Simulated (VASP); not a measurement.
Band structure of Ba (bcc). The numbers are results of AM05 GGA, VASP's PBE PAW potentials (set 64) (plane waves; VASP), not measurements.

Unless said otherwise, spin-orbit coupling is left out, though it shifts the bands of the heavy elements here.

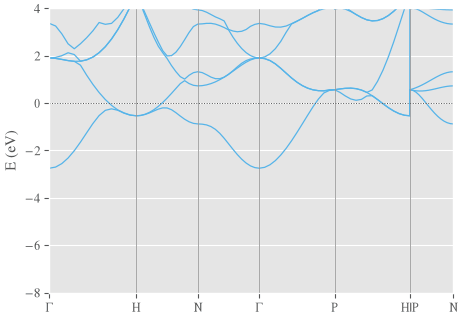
Bands along high-symmetry lines, zero at the valence-band maximum or, without a gap, the Fermi level

**Question.** Read the plot: is there a gap, and where are the band edges?

**Answer.** It has no gap at this level: it comes out as a metal or semimetal. (Edges off the drawn lines would not show.)

The compound is Ba in the bcc structure. It was relaxed first.
